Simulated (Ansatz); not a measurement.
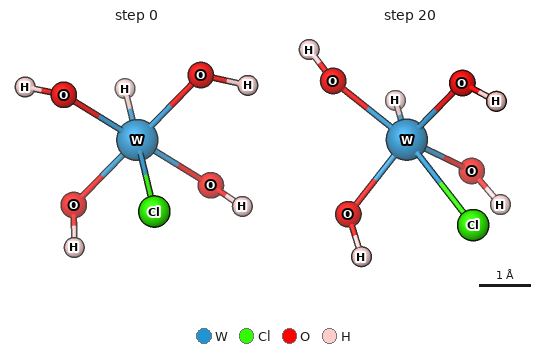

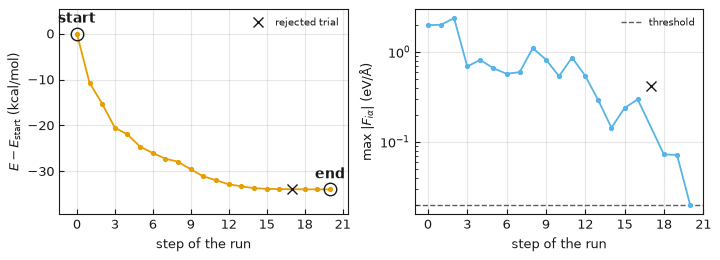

First and last geometry of a relaxation of WH5O4Cl, with the history of the run. The picture is a ball-and-stick view, seen face on.

The run prepares the start of a later molecular dynamics calculation, from a guessed geometry.

Theory: RKS B3LYP-D4/def2-SVP (Ansatz 0.2.0). Settings: no spin polarisation; force threshold 0.02 eV/Å; at most 40 steps.

Question: What do the curves and the structures tell?

Answer: It converged. An H atom moves most after the best rigid fit: 1.35 Å. By element the largest moves are H 1.35 Å, Cl 1.06 Å, O 0.77 Å, W 0.07 Å. Among the contacts that change: Cl–W 2.390 → 2.574 Å, O–W 1.940 → 1.872 Å, H–O 1.010 → 0.965 Å, H–W 1.720 → 1.693 Å. Bond angles that change, for instance: Cl–W–O 90.0° → 136.0°, O–W–O 180.0° → 144.2°, O–W–O 180.0° → 145.5°. Over 19 accepted moves (20 points after the start) the energy falls by 34.0 kcal/mol. The largest force component goes from 2 to 0.02 eV/Å. The line search rejected the trial step at point 17 of the run.
